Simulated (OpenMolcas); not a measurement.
BPH$_{6}$ (charge −1): single-point calculation (part 4 of 4)

BPH$_{6}$, charge −1, multiplicity 2; r2SCAN/def2-SVPD, UKS (OpenMolcas 26.06). The geometry is that of the parent species in another charge or spin state. The geometry comes from this level: PBE0-D4/def2-TZVP.

Geometry of the input (Å):
```
B  -0.5561  0.2272  -0.9140
P  0.4339  -0.1816  0.6677
H  -1.6934  0.3431  -0.5201
H  -0.3678  -0.7302  -1.6280
H  -0.0555  1.2542  -1.3099
H  0.4188  0.7557  1.7188
H  1.8231  -0.3803  0.5471
H  0.0892  -1.3452  1.3826
```

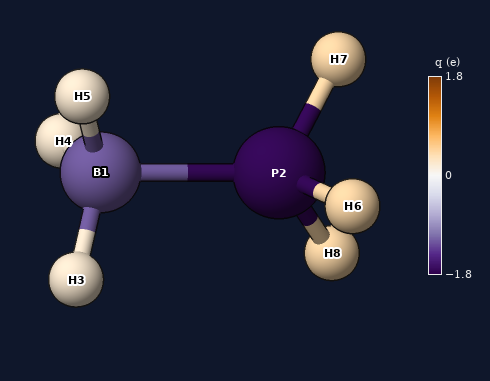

Figure 1. Mulliken charges, as the colour of each atom (ball-and-stick view, seen on its broad side; atoms are numbered from 1 in the order of the input). By element: B −1.17, P −1.70 and H +0.21 to +0.42 e.

## Results in brief

- outcome: converged
- total energy: −369.557003 hartree
- basis functions: 92
- ⟨S²⟩: 0.752
- wall time: 1.7 min
- peak memory: 0.51 GiB
